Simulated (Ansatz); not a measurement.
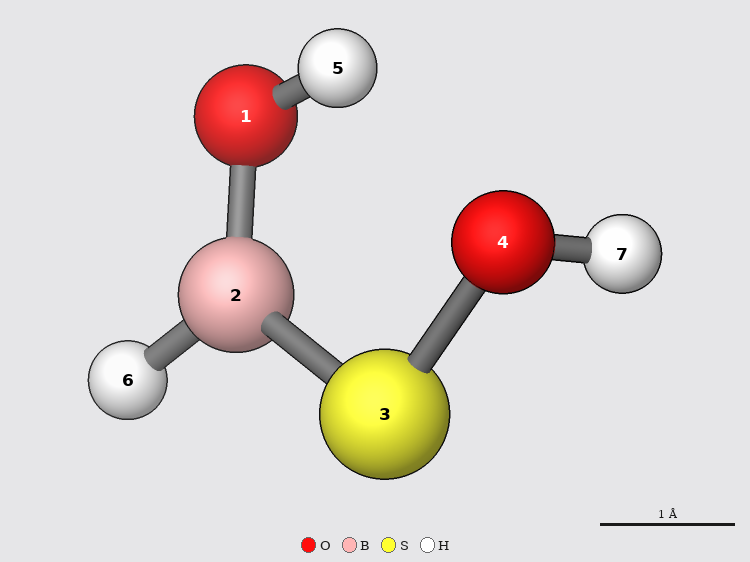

The atoms are numbered. Computed geometry: PBE0-D4/def2-TZVP optimisation. No frequency run is at hand to confirm it as a minimum.

Q: How are the neighbours of atom 3 arranged?

A: S3 has 2 neighbours (B2 at 1.80, O4 at 1.68 Å); the arrangement is bent.

Q: How are the neighbours of atom 2 arranged?

A: B2 has 3 neighbours (O1 at 1.35, S3 at 1.80, H6 at 1.19 Å); the arrangement is trigonal planar.

Q: How are the neighbours of atom 1 arranged?

A: O1 has 2 neighbours (B2 at 1.35, H5 at 0.97 Å); the arrangement is bent.

Q: What is the geometry at O4?

A: O4 has 2 neighbours (S3 at 1.68, H7 at 0.96 Å); the arrangement is bent.

Q: What is the dihedral angle O1–B2–S3–O4?

A: 0° in size, that is syn (eclipsed).
